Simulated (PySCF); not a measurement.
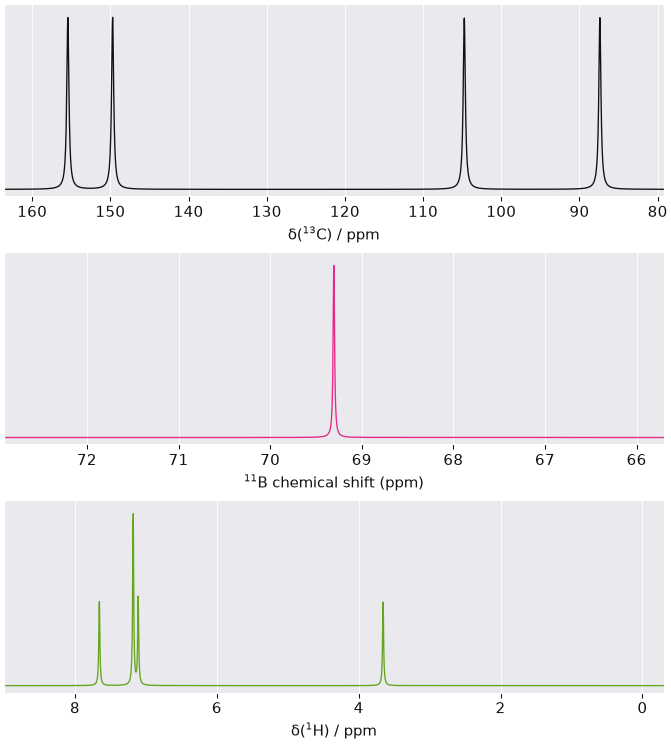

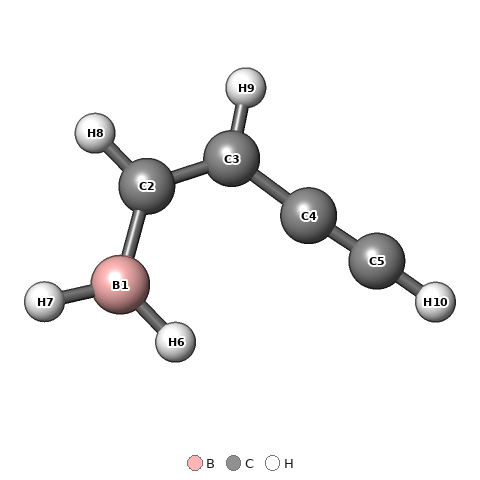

Spectrum and numbered structure of C₄H₅B, SMILES B/C=C\C#C. GIAO shifts, PBE0/pcSseg-1 with PySCF 2.14.0, at a GFN2-xTB geometry (no frequency check), against TMS for ¹³C, BF₃.OEt₂ for ¹¹B and TMS for ¹H computed at the same level. Gas phase, fully decoupled, line heights follow the number of nuclei, widths are arbitrary (no quadrupolar broadening); values of one conformer, averaged over nuclei that symmetry or rotation about single bonds exchange, these motions taken as fast.

Assign the ¹³C signals to the numbered atoms.

Answer.
```
δ (ppm)  nuclei  atoms
  155.4       1     C2
  149.7       1     C3
  104.7       1     C5
   87.4       1     C4
```

Where does the ¹¹B line lie?

Answer. At 69.3 ppm (B1).

Which atoms give which ¹H line?

Answer.
```
δ (ppm)  nuclei   atoms
   7.66       1      H8
   7.18       2  H6, H7
   7.11       1      H9
   3.66       1     H10
```

The order of signals that lie close, as those under 0.08 ppm apart, is within the error of the method.

Caveats: the tight-binding geometry is rougher than a DFT one and adds to the error.
